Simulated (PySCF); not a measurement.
C$_{5}$H$_{11}$BO$_{3}$Si

Input

```
{"job": {"kind": "nmr", "xc": "PBE0", "basis": "pcSseg-1"}, "charge": 0, "multiplicity": 1}
C      3.213919    -0.858163    -0.299056
C      2.090275    -0.049586    -0.933880
O      0.843612    -0.488546    -0.425474
B     -0.172396     0.331219    -0.126115
O     -0.073979     1.698303    -0.333596
C     -1.129557     2.487251     0.103113
O     -2.411928     1.942290    -0.055769
C     -2.549876     0.622551     0.266176
C     -1.538898    -0.245625     0.351732
Si    -1.780255    -2.047432     0.787339
H      4.169382    -0.551565    -0.716350
H      3.228579    -0.700188     0.776374
H      3.063127    -1.917121    -0.491059
H      2.082383    -0.202503    -2.020047
H      2.218445     1.019248    -0.733834
H     -0.977444     2.717023     1.177487
H     -1.123195     3.420646    -0.472294
H     -3.596456     0.382659     0.408520
H     -1.371607    -2.911686    -0.320809
H     -0.989051    -2.373646     1.978564
H     -3.203999    -2.258185     1.078508
```

Run with:

```sh
OMP_NUM_THREADS=1 python probes_run.py task.json out
```

Geometry: GFN2-xTB.

The calculation used PBE0/pcSseg-1, SCF density, gas phase, non-relativistic in PySCF 2.14.0.

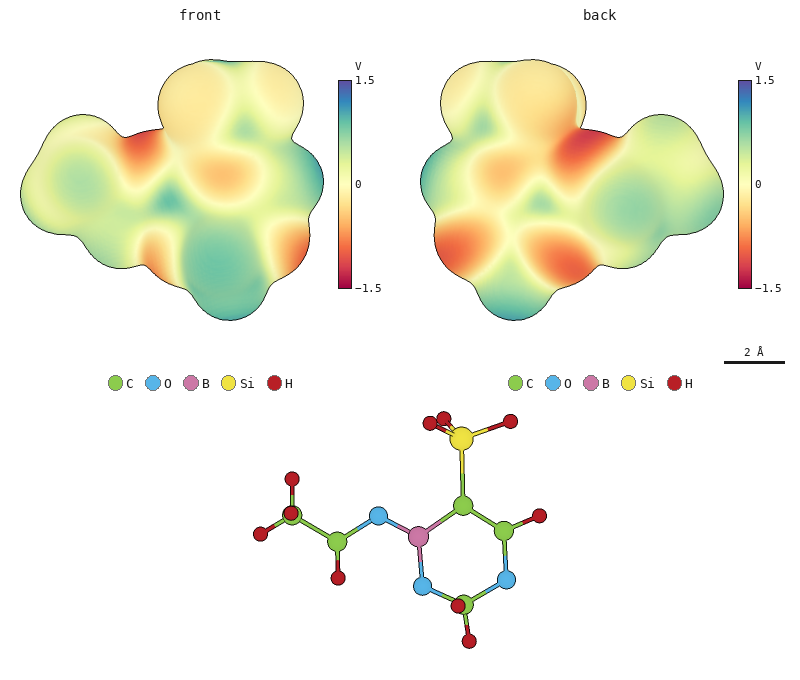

Figure 1. The molecular electrostatic potential painted on the density surface at 0.002 e/bohr³, seen from the front and from behind; red is negative and blue positive. The bare structure is drawn below in the same view.

Question: Which sites attract a positive test charge, and which a negative one?

Answer: A positive charge is drawn to the negative regions and a negative charge to the positive ones. The most negative region (about −1.1 V) lies over O3, the most positive (about +1.0 V) over H17 and H18. O3 is the likeliest acceptor of a hydrogen bond.

Question: How polar is the molecule by this calculation?

Answer: Its dipole moment is 1.62 D.

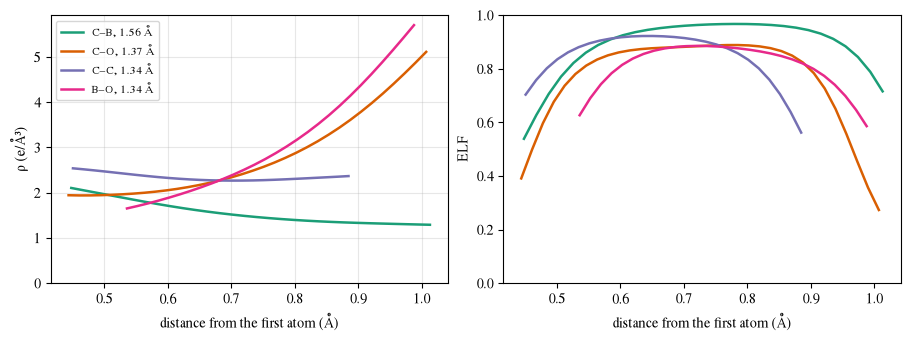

Figure 2. Electron density and electron localisation function along straight lines between neighbouring atoms. The curves leave out the atomic cores.

Question: Compare the contacts.

Answer: C–B (1.56 Å): the density is about 1.4 e/Å³ at the midpoint; the ELF peaks at about 0.95 between the atoms (a covalent bond).
C–O (1.37 Å): the density is about 2.3 e/Å³ at the midpoint, with its minimum of 1.9 e/Å³ about 0.5 Å from C; the ELF peaks at about 0.90 between the atoms, as expected for a polar covalent bond.
C–C (1.34 Å): the density is about 2.3 e/Å³ at the midpoint; the ELF peaks at about 0.90 between the atoms (a short, multiple covalent bond).
B–O (1.34 Å): the density is about 2.2 e/Å³ at the midpoint; the ELF peaks at about 0.90 between the atoms, as expected for a polar covalent bond.
